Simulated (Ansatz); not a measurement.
C2H9InO2: single-point calculation

C2H9InO2, computed with RKS r2SCAN/def2-mTZVPP (Ansatz 0.2.0).

Some settings of this run were made unusual or wrong on purpose. The geometry comes from this level: PBE0-D4/def2-TZVP.

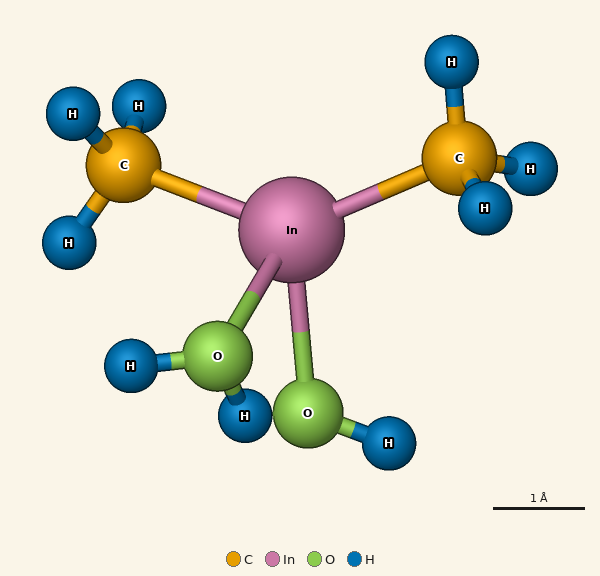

*The structure as given in the input (ball-and-stick view, seen at a tilt). Sticks mark near contacts.*

Bond lengths as drawn: C–H 1.09 Å, C–In 2.14 Å, H–O 0.96 to 1.00 Å and In–O 2.08 to 2.40 Å.

### Input
```yaml
crystal:
  periodic: [false, false, false]
  atoms:
    - {symbol: C, position_ang: [-1.836681, 1.249669, 0.427304]}
    - {symbol: In, position_ang: [-0.242199, -0.156877, 0.166321]}
    - {symbol: C, position_ang: [1.041324, -1.378053, 1.367790]}
    - {symbol: O, position_ang: [-0.178009, -0.870763, -1.787544]}
    - {symbol: O, position_ang: [1.394659, 1.018350, -1.136249]}
    - {symbol: H, position_ang: [-1.679514, 2.087422, -0.253740]}
    - {symbol: H, position_ang: [-2.792882, 0.780701, 0.188076]}
    - {symbol: H, position_ang: [-1.879550, 1.626304, 1.449493]}
    - {symbol: H, position_ang: [0.459085, -2.021827, 2.028758]}
    - {symbol: H, position_ang: [1.698734, -0.763256, 1.984809]}
    - {symbol: H, position_ang: [1.645512, -2.006768, 0.712597]}
    - {symbol: H, position_ang: [-0.969457, -0.748255, -2.313847]}
    - {symbol: H, position_ang: [1.005438, 0.365311, -1.784212]}
    - {symbol: H, position_ang: [2.320541, 0.788641, -1.020858]}
basis:
  gaussian: {orbitals: def2-mTZVPP, final_grid: {core_spheres: 1, valence_spheres: 1, degree: 3}}
hamiltonian: {xc: {name: r2SCAN}}
output: {forces: true}
```

Machine: 4 threads of Arm Neoverse V1, 23 GiB of memory available, shared host.

Launch command:
```bash
ansatz run in.yaml --threads 4 --pin off --events-out ev --progress --plain --max-ram 11315MiB
```

### What the program printed
```
Functional definition: r2SCAN
  name "r2SCAN"
  cite "Furness, Kaplan, Ning, Perdew & Sun, J. Phys. Chem. Lett. 11, 8208 (2020) doi:10.1021/acs.jpclett.0c02405"
  cite "Furness, Kaplan, Ning, Perdew & Sun, J. Phys. Chem. Lett. 11, 9248 (2020) doi:10.1021/acs.jpclett.0c03077"
  parent r2scan
  parameter k0 = 0.174
  parameter k1 = 0.065
  parameter a1 = 4.9479
  exchange = r2scan_x(k0 = k0, k1 = k1, a1 = a1)
  correlation = r2scan_c
1556 factors; their error is unknown
mean field evaluation 1: about -11469.1599 eV, gradient 1.1e2 eV
mean field evaluation 2: about -11416.7021 eV, gradient 1.8e2 eV
mean field evaluation 4: about -11490.5950 eV, gradient 1.1e1 eV
mean field evaluation 8: about -11490.8228 eV, gradient 8.8e-2 eV
mean field evaluation 16: about -11517.9735 eV, gradient 1.4e0 eV
mean field evaluation 32: about -11558.7037 eV, gradient 9.3e0 eV
mean field evaluation 64: about -11512.8456 eV, gradient 1.2e2 eV
mean field evaluation 96: about -11544.0895 eV, gradient 4.7e1 eV
mean field evaluation 128: about -11519.1441 eV, gradient 1.1e2 eV
mean field evaluation 160: about -11537.5998 eV, gradient 6.4e1 eV
a density is far from that of the atoms, so the factors are made again for it
1919 factors; integrals over basis functions are off by at most 1.0e-3 eV
mean field evaluation 192: about -11324.7864 eV, gradient 1.8e2 eV
mean field -11560.36549895 eV, -424.8355961891 hartree, gradient 2.7e-5 eV, S^2 0.000000; 0 other end points of the search recorded, 0 dependent functions left out
the calculation of the forces begins
reference -11560.36559722 eV, -424.8355998005 hartree; 29, 29 occupied and 138, 138 virtual orbitals, 1919 factors
Total energy: -11560.36559722 eV, -424.8355998005 hartree
Atom 0 at    -1.836681     1.249669     0.427304 Å, force   -14.541222   -45.343137   -24.441080 eV/Å
Atom 1 at    -0.242199    -0.156877     0.166321 Å, force     5.886548    64.926087    11.285438 eV/Å
Atom 2 at     1.041324    -1.378053     1.367790 Å, force   -14.812405   -17.127313    -5.968221 eV/Å
Atom 3 at    -0.178009    -0.870763    -1.787544 Å, force    38.946386    35.677874   -20.225839 eV/Å
Atom 4 at     1.394659     1.018350    -1.136249 Å, force    46.926187    -8.947438    -7.077615 eV/Å
Atom 5 at    -1.679514     2.087422    -0.253740 Å, force     4.679175    -8.321444     1.866139 eV/Å
Atom 6 at    -2.792882     0.780701     0.188076 Å, force     6.750984     2.511042    -0.614723 eV/Å
Atom 7 at    -1.879550     1.626304     1.449493 Å, force     3.859879    -6.464178    -3.503807 eV/Å
Atom 8 at     0.459085    -2.021827     2.028758 Å, force     3.685289     5.558933     3.079967 eV/Å
Atom 9 at     1.698734    -0.763256     1.984809 Å, force    -8.127998    -5.409880    -7.401186 eV/Å
Atom 10 at     1.645512    -2.006768     0.712597 Å, force    -2.359033     1.578072     2.816651 eV/Å
Atom 11 at    -0.969457    -0.748255    -2.313847 Å, force   -24.473724    -9.952287    45.629062 eV/Å
Atom 12 at     1.005438     0.365311    -1.784212 Å, force   -10.819533     6.977864    26.969851 eV/Å
Atom 13 at     2.320541     0.788641    -1.020858 Å, force   -35.600533   -15.664196   -22.414638 eV/Å
Dipole moment:    -3.312479    -1.904076     5.803707 e Å
```

### What the run reported

```json
{"quantity": "outcome", "value": "converged"}
{"quantity": "total energy", "value": "−11560.3656 eV"}
{"quantity": "SCF solution under orbital rotations", "value": "stable"}
{"quantity": "largest force (length of the vector)", "value": "66.162 eV/Å"}
{"quantity": "dipole moment", "value": "33.37 D"}
{"quantity": "wall time", "value": "30 s (CPU time 1.8 min)"}
{"quantity": "peak memory", "value": "0.51 GiB"}
```

### What went wrong

The input was spoiled on purpose: grid. The run converged all the same; its numbers are those of the faulty input and shouldn't be used.
